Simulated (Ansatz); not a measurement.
# BrH2NSi: the cost of one run

All numbers below are computed with Ansatz 0.2.0 (UKS r2SCAN-D4/def2-SVP).

**1. Starting point**

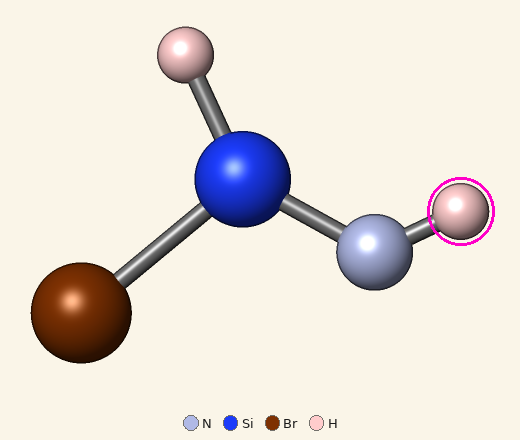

Start, viewed from a chosen angle; nitrogen light blue, silicon blue, bromine brown, hydrogen pink. Ringed: H4.

Structure file:

```xyz
5

N    -0.6309   -1.0720    0.0721
Si    0.2608    0.2633    0.0198
Br   -0.8623    1.9652   -0.8360
H    -0.3339   -1.9700    0.4191
H     1.5663    0.8135    0.3250
```

**2. End point A**

Input file input.yaml:

```yaml
crystal:
  periodic: [false, false, false]
  atoms:
    - { symbol: "N", position_ang: [-0.63087, -1.072, 0.07211] }
    - { symbol: Si, position_ang: [0.26076, 0.26329, 0.01983] }
    - { symbol: Br, position_ang: [-0.86229, 1.96516, -0.83604] }
    - { symbol: H, position_ang: [-0.33391, -1.97, 0.4191] }
    - { symbol: H, position_ang: [1.56631, 0.81355, 0.325] }
magnetization:
  spin_polarized: true
basis:
  gaussian: { orbitals: def2-SVP }
hamiltonian:
  xc: r2scan
  dispersion: d4
relax:
  f_tol: 0.02
  max_steps: 50
```

Command:

```sh
$ ansatz run input.yaml --threads 2 --pin off --max-ram 3072MiB --backend cpu --events-out ev --progress --plain --runs-dir out
```

Q: Estimate wall time and peak memory on 2 threads of AMD EPYC 9R14 (Zen 4), shared host.

About 19 s, with a peak of 0.2 GiB.
